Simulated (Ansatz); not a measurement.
# AlF₂HO + NH₃: a complex and its separated parts

Aim: how far the complex at one end of a reaction step lies below its separated, relaxed parts, level by level.

The runs use Ansatz 0.2.0, Gaussian basis; PBE0-D4/def2-TZVP structures, single points in def2-TZVPP, no counterpoise correction.

Levels: SPW92, PBE-D4, BLYP-D4, r2SCAN-D4, B97M-V, PBE0-D4, B3LYP-D4, r2SCAN0-D4, BHLYP-D4, CAM-B3LYP-D4, wB97X-V, wB97M-V, B2PLYP, PBE-QIDH, RPA on PBE, Hartree-Fock, MP2, CCSD, CCSD(T).

Correlated methods freeze the cores. B3LYP uses VWN-RPA correlation. B2PLYP carries no dispersion term here.

94 further runs of the same task are left out: 94 set aside as unsound or not needed.

## (1) The starting structure

The complex: 9 atoms, charge 0, spin multiplicity 1.

Atoms are counted from 1 here; the program's logs count them from 0.

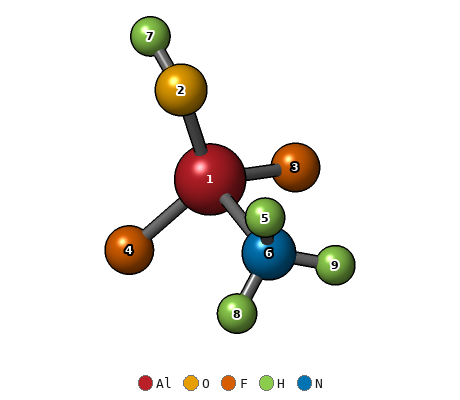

The starting geometry (aluminium red, oxygen amber, fluorine orange, hydrogen green, nitrogen blue); atoms are numbered from 1 in the order of the file.

Coordinates:

```xyz
9

Al   -0.7530   -0.3462    0.0987
O    -1.1910    1.2360   -0.3666
F    -0.9426   -1.5885   -0.9919
F    -0.9525   -0.8039    1.6860
H     1.3884    0.8983   -0.2611
N     1.2198   -0.0622    0.0238
H    -2.0814    1.5599   -0.4697
H     1.6521   -0.2119    0.9297
H     1.6603   -0.6816   -0.6487
```

Its parts: AlF₂HO holds atoms 1, 2, 3, 4, 7; NH₃ holds atoms 5, 6, 8, 9. Each part counts its atoms afresh in its own runs.

## (2) Relaxing AlF₂HO alone

Input file relax-a/in.yaml:

```yaml
crystal:
  periodic: [false, false, false]
  atoms:
    - {symbol: Al, position_ang: [-0.752959, -0.346221, 0.098728]}
    - {symbol: O, position_ang: [-1.191010, 1.236034, -0.366569]}
    - {symbol: F, position_ang: [-0.942621, -1.588491, -0.991889]}
    - {symbol: F, position_ang: [-0.952505, -0.803916, 1.685982]}
    - {symbol: H, position_ang: [-2.081437, 1.559932, -0.469664]}
basis:
  gaussian: {orbitals: def2-TZVP}
hamiltonian: {xc: pbe0, dispersion: d4}
relax: {f_tol: 0.005, max_steps: 200}
```

Started as:

```bash
> ansatz run in.yaml --threads 4 --pin off --events-out ev --progress --plain --max-ram 9574MiB
```

After this run come: Relaxing NH₃ alone; SPW92/def2-TZVPP; PBE-D4/def2-TZVPP; BLYP-D4/def2-TZVPP; r2SCAN-D4/def2-TZVPP; B97M-V/def2-TZVPP; PBE0-D4/def2-TZVPP; B3LYP-D4/def2-TZVPP; r2SCAN0-D4/def2-TZVPP; BHLYP-D4/def2-TZVPP; CAM-B3LYP-D4/def2-TZVPP; wB97X-V/def2-TZVPP; wB97M-V/def2-TZVPP; B2PLYP/def2-TZVPP; PBE-QIDH/def2-TZVPP; RPA on PBE/def2-TZVPP; CCSD(T)/def2-TZVPP; Vibrations of AlF₂HO; Vibrations of NH₃.

Q: Predict the outcome of this session. Wanted: complex less parts, CCSD(T)/def2-TZVPP; with zero-point energy; largest T1 diagnostic.

The runs gave:

| quantity | value |
| --- | --- |
| complex less parts, CCSD(T)/def2-TZVPP | -157.0 kJ/mol |
| with zero-point energy | -145.3 kJ/mol |
| largest T1 diagnostic | 0.013 |

In words: At CCSD(T) the complex lies 157.0 kJ/mol below its parts. The functionals run from B3LYP-D4, off by +1.4 kJ/mol, to SPW92, off by -25.0 kJ/mol, against CCSD(T). Mean unsigned error by rung: LDA 25.0, GGA 6.6, meta-GGA 4.1, hybrid 6.5, range-separated hybrid 4.5, double hybrid 5.5 kJ/mol. PBE-D4 gives a relative energy 2.9 kJ/mol too high, inside chemical accuracy (1 kcal/mol, 4.2 kJ/mol). No counterpoise was applied, and triple zeta lacks some correlation, so the CCSD(T) reference has a basis error of its own, and close matches with it are partly luck.
